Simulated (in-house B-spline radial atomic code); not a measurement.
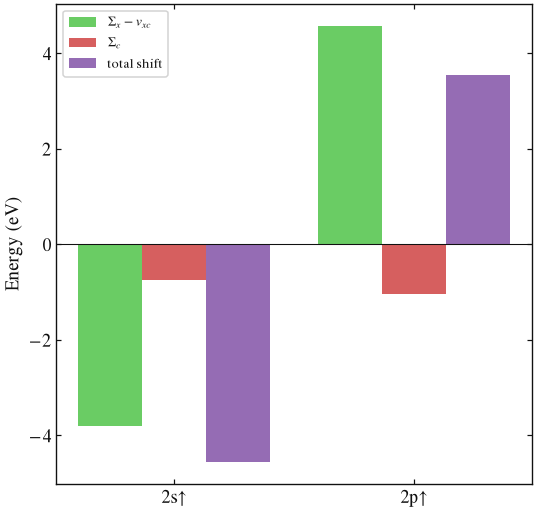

Parts of the G₀W₀ correction to each level for Be⁺ ([He] 2s). All-electron spherical atom, non-relativistic, PBEsol start, no spin-orbit coupling, Breit or QED terms; computed with a B-spline radial code. The quasi-particle equation is solved at full frequency; levels of low quasi-particle weight Z are left out.

Q: What does the figure show?

A: G₀W₀ moves the highest occupied level, 2s↑, from −14.34 to −18.90 eV (renormalisation factor Z = 0.90); the measured removal energy is 18.21 eV, so the error is +0.69 eV. The empty level 2p↑ goes from −10.32 to −6.78 eV.

```csv
Level,Mean field (eV),Σx − vxc (eV),Σc (eV),Z,G₀W₀ (eV)
2s↑,−14.34,−3.81,−0.75,0.90,−18.90
2p↑,−10.32,4.58,−1.04,0.91,−6.78
```
